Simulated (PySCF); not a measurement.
# C7H10F2: the cost of one run

Programs: PySCF 2.14.0, with routines of our own; each step states its level. All values are computed. Atoms count from 0.

### Step 1. The system as given

19 atoms, charge 0, multiplicity 3; geometry from: GFN2-xTB.

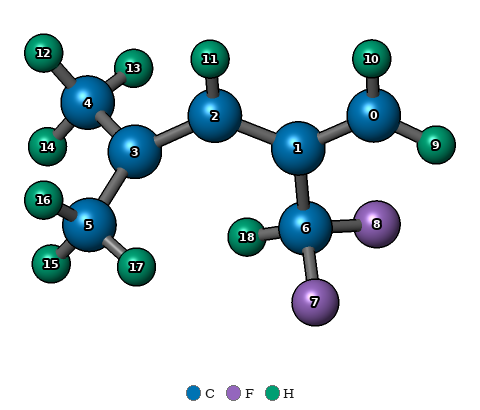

The starting geometry (carbon blue, fluorine purple, hydrogen teal).

### Step 2. Open-shell or spin-flip excitations: unrestricted TDDFT PBE0/def2-SVP

The job: settings as JSON, then the geometry in Å.

```
{"job": {"kind": "uabs", "xc": "PBE0", "basis": "def2-SVP", "nstates": 10, "tda": false}, "charge": 0, "multiplicity": 3}
C      2.112668    -0.018389     1.825355
C      0.959549    -0.115696     1.086712
C      0.849164     0.235024    -0.251178
C     -0.375470     0.166347    -1.025309
C     -0.521298    -0.888670    -2.067920
C     -1.321006     1.317828    -1.012444
C     -0.296339    -0.589019     1.781341
F     -0.846869     0.410669     2.525710
F     -0.047526    -1.599534     2.650026
H      2.126077    -0.277963     2.867463
H      3.028611     0.316039     1.374303
H      1.752254     0.594907    -0.738928
H     -0.071663    -0.572539    -3.017381
H     -0.022757    -1.807706    -1.763543
H     -1.572810    -1.097498    -2.260953
H     -2.336230     0.982377    -1.224300
H     -1.059127     2.059827    -1.777460
H     -1.302027     1.822279    -0.047932
H     -1.065003    -0.929030     1.068976
```

With the program's defaults for keys left out, this is: unrestricted TDDFT PBE0/def2-SVP, vertical, gas phase, core orbitals frozen in the response.

Started as:

```sh
> OMP_NUM_THREADS=1 python excited_run.py task.json out
```

This one command runs all jobs of the session in turn.

**Question.** How long does this first job take on 1 thread of Intel Xeon at 2.50GHz, shared host, and how much memory does it need?

About 4.4 min, with a peak of 0.72 GiB.
